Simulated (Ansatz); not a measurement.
# SnCl2 (SMILES [Cl][Sn][Cl]) at CCSD(T)/def2-SVP (core potential)

What is the vertical ionisation energy of SnCl2 at CCSD(T)/def2-SVP (core potential)? 

The calculation is run with Ansatz 0.2.0.

28 further runs of the same task are left out: 28 set aside as unsound or not needed.

## 1. The system as given

The species is SnCl2 (3 atoms), meant as a singlet with charge 0. As SMILES, `[Cl][Sn][Cl]`. Geometry: a GFN2-xTB relaxation, a rough one for these elements and not checked as a minimum.

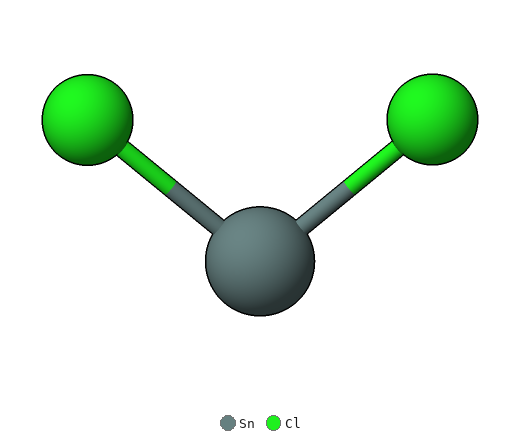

Viewed from a chosen angle; tin teal, chlorine green.

## 2. The energy at CCSD(T)/def2-SVP (core potential)

The input, molecule.yaml:

```yaml
crystal:
  periodic: [false, false, false]
  atoms:
    - {symbol: Sn, position_ang: [0.004910, -0.007160, -1.023740]}
    - {symbol: Cl, position_ang: [1.812600, -0.019020, 0.521020]}
    - {symbol: Cl, position_ang: [-1.817510, 0.026180, 0.502720]}
basis:
  gaussian: {orbitals: def2-SVP}
correlation: {method: ccsd_t, frozen_orbitals: {Cl: 5, Sn: 4}}
accuracy: high
scf: {omitted_lower_state_checks: [cluster_reference, increment]}
```

Started as:

```console
$ ansatz run molecule.yaml --threads 1 --pin off --max-ram 2610MiB --events-out events.jsonl --progress --plain --runs-dir runs
```

Log:

```text
Warning: RAYON_NUM_THREADS=1 ignored (pool sized by the plan → 1); use --threads N
Functional definition: HF
  name "HF"
  exchange = exact_x
  correlation = 0
these checks for a lower state are left out or cut short: cluster_reference, increment
1264 factors; integrals over basis functions are off by at most 4.1e-9 eV
mean field evaluation 1: about -30806.4675 eV, gradient 1.8e1 eV
mean field evaluation 2: about -30806.5927 eV, gradient 1.9e1 eV
mean field evaluation 4: about -30807.8849 eV, gradient 1.1e0 eV
mean field evaluation 8: about -30807.9077 eV, gradient 1.3e-4 eV
mean field evaluation 16: about -30807.9077 eV, gradient 1.1e-8 eV
mean field -30807.90767424 eV, -1132.1697246785 hartree, gradient 1.2e-8 eV, S^2 0.000000; 0 other end points of the search recorded, 0 dependent functions left out
14 core orbitals not correlated: weight in the atoms' cores, before any rotation towards them, 1.000 or more for the frozen orbitals, at most 0.000 for the correlated occupied ones
reference -30807.90767424 eV, -1132.1697246785 hartree; 14, 14 occupied and 34, 34 virtual orbitals, 1264 factors
second order -9.40043818 eV of doubles, -0.00000000 eV of singles
cycle   1  -9.98731566 eV  change   -5.9e-1 eV  update   8.2e-2
cycle   2  -10.22300050 eV  change   -2.4e-1 eV  update   2.6e-2
cycle   3  -10.27858192 eV  change   -5.6e-2 eV  update   1.6e-2
cycle   4  -10.27428977 eV  change    4.3e-3 eV  update   4.2e-3
cycle   5  -10.27289396 eV  change    1.4e-3 eV  update   1.5e-3
cycle   6  -10.27282478 eV  change    6.9e-5 eV  update   5.6e-4
cycle   7  -10.27284478 eV  change   -2.0e-5 eV  update   1.9e-4
cycle   8  -10.27289397 eV  change   -4.9e-5 eV  update   5.0e-5
cycle   9  -10.27289143 eV  change    2.5e-6 eV  update   1.4e-5
cycle  10  -10.27288722 eV  change    4.2e-6 eV  update   4.4e-6
cycle  11  -10.27288828 eV  change   -1.1e-6 eV  update   1.5e-6
cycle  12  -10.27288855 eV  change   -2.7e-7 eV  update   5.3e-7
cycle  13  -10.27288870 eV  change   -1.5e-7 eV  update   1.9e-7
cycle  14  -10.27288869 eV  change    8.8e-9 eV  update   5.6e-8
cycle  15  -10.27288867 eV  change    1.5e-8 eV  update   2.7e-8
cycle  16  -10.27288804 eV  change    6.3e-7 eV  update   1.2e-7
cycle  17  -10.27288797 eV  change    7.1e-8 eV  update   3.1e-8
cycle  18  -10.27288796 eV  change    1.5e-8 eV  update   9.9e-9
cycle  19  -10.27288796 eV  change   6.4e-10 eV  update   3.3e-9
perturbative correction -0.26997471 eV, -0.0099213876 hartree
Total energy: -30818.45053691 eV, -1132.5571677353 hartree
Checks for a lower state left out: cluster_reference, increment
```

Run time: 2.1 s. Hardware: 1 thread of AMD EPYC 9R45 (Zen 5), shared host; peak memory 0.19 GiB.

## 3. The doublet cation at the same level

The input, in.yaml:

```yaml
crystal:
  periodic: [false, false, false]
  atoms:
    - {symbol: Sn, position_ang: [0.004910, -0.007160, -1.023740]}
    - {symbol: Cl, position_ang: [1.812600, -0.019020, 0.521020]}
    - {symbol: Cl, position_ang: [-1.817510, 0.026180, 0.502720]}
basis:
  gaussian: {orbitals: def2-SVP}
total_charge: 1
magnetization: {spin_polarized: true, initial_magnetization: 1}
correlation: {method: ccsd_t, frozen_orbitals: {Cl: 5, Sn: 4}}
accuracy: high
scf: {omitted_lower_state_checks: [cluster_reference, increment]}
```

Started as:

```console
$ ansatz run in.yaml --threads 1 --pin off --max-ram 2610MiB --events-out events.jsonl --progress --plain --runs-dir runs
```

Log:

```text
Warning: RAYON_NUM_THREADS=1 ignored (pool sized by the plan → 1); use --threads N
[... 4 set-up lines as earlier in the session ...]
these checks for a lower state are left out or cut short: cluster_reference, increment
1264 factors; integrals over basis functions are off by at most 4.1e-9 eV
mean field evaluation 1: about -30794.5937 eV, gradient 2.1e1 eV
mean field evaluation 2: about -30794.6530 eV, gradient 2.1e1 eV
mean field evaluation 4: about -30798.3749 eV, gradient 2.0e0 eV
mean field evaluation 8: about -30798.4733 eV, gradient 2.8e-1 eV
mean field evaluation 16: about -30798.4767 eV, gradient 1.9e-8 eV
mean field evaluation 32: about -30796.9074 eV, gradient 1.1e0 eV
mean field -30798.47671956 eV, -1131.8231434866 hartree, gradient 2.7e-8 eV, S^2 0.799924; 4 other end points of the search recorded, 0 dependent functions left out
14 core orbitals not correlated: weight in the atoms' cores, before any rotation towards them, 1.000 or more for the frozen orbitals, at most 0.000 for the correlated occupied ones
reference -30798.47671956 eV, -1131.8231434866 hartree; 14, 13 occupied and 34, 35 virtual orbitals, 1264 factors
second order -9.05350984 eV of doubles, -0.00000000 eV of singles
cycle   1  -9.60508913 eV  change   -5.5e-1 eV  update   9.4e-2
cycle   2  -9.87357828 eV  change   -2.7e-1 eV  update   3.5e-2
cycle   3  -9.97124415 eV  change   -9.8e-2 eV  update   2.5e-2
cycle   4  -9.96600859 eV  change    5.2e-3 eV  update   9.2e-3
cycle   5  -9.96398967 eV  change    2.0e-3 eV  update   5.2e-3
cycle   6  -9.96574833 eV  change   -1.8e-3 eV  update   3.2e-3
cycle   7  -9.96702392 eV  change   -1.3e-3 eV  update   2.1e-3
cycle   8  -9.96736918 eV  change   -3.5e-4 eV  update   8.5e-4
cycle   9  -9.96733576 eV  change    3.3e-5 eV  update   3.5e-4
cycle  10  -9.96722864 eV  change    1.1e-4 eV  update   1.1e-4
cycle  11  -9.96730168 eV  change   -7.3e-5 eV  update   5.5e-5
cycle  12  -9.96730228 eV  change   -5.9e-7 eV  update   2.1e-5
cycle  13  -9.96731210 eV  change   -9.8e-6 eV  update   8.8e-6
cycle  14  -9.96730920 eV  change    2.9e-6 eV  update   3.7e-6
cycle  15  -9.96730639 eV  change    2.8e-6 eV  update   1.7e-6
cycle  16  -9.96730623 eV  change    1.6e-7 eV  update   9.0e-7
cycle  17  -9.96730657 eV  change   -3.4e-7 eV  update   6.0e-7
cycle  18  -9.96730675 eV  change   -1.8e-7 eV  update   4.7e-7
cycle  19  -9.96730679 eV  change   -4.4e-8 eV  update   3.6e-7
cycle  20  -9.96730668 eV  change    1.2e-7 eV  update   2.3e-7
cycle  21  -9.96730655 eV  change    1.2e-7 eV  update   1.2e-7
cycle  22  -9.96730658 eV  change   -2.7e-8 eV  update   5.8e-8
cycle  23  -9.96730660 eV  change   -2.0e-8 eV  update   3.5e-8
cycle  24  -9.96730640 eV  change    2.0e-7 eV  update   9.4e-8
cycle  25  -9.96730642 eV  change   -2.2e-8 eV  update   3.5e-8
cycle  26  -9.96730641 eV  change    1.5e-8 eV  update   1.7e-8
cycle  27  -9.96730641 eV  change    1.3e-9 eV  update   1.1e-8
cycle  28  -9.96730641 eV  change    1.8e-9 eV  update   6.0e-9
cycle  29  -9.96730641 eV  change  -1.1e-12 eV  update   3.2e-9
perturbative correction -0.33087892 eV, -0.0121595760 hartree
Total energy: -30808.77490489 eV, -1132.2015948170 hartree
Checks for a lower state left out: cluster_reference, increment
```

Run time: 6.3 s. Hardware: 1 thread of AMD EPYC 9R45 (Zen 5), shared host; peak memory 0.31 GiB.

## 4. Outcome

Level: CCSD(T)/def2-SVP (core potential), 14 core orbitals frozen.

| quantity | value |
| --- | --- |
| singlet SnCl2: total energy | -1132.55717 Eh |
| singlet SnCl2: correlation energy (14 core orbitals frozen) | -387.4 mEh |
| singlet SnCl2: (T) correction | -9.92 mEh |
| singlet SnCl2: T1 diagnostic | 0.012 |
| doublet cation: total energy | -1132.20159 Eh |
| doublet cation: correlation energy (14 core orbitals frozen) | -378.5 mEh |
| doublet cation: (T) correction | -12.16 mEh |
| doublet cation: ⟨S²⟩ of the reference determinant | 0.800 |
| doublet cation: T1 diagnostic | 0.021 |
| vertical ionisation energy (to the doublet cation) | 9.676 eV |

The vertical ionisation energy comes to 9.68 eV (934 kJ/mol). The triples (singlet SnCl2) make up 2.6 % of the correlation energy. The triples (doublet cation) make up 3.2 % of the correlation energy.
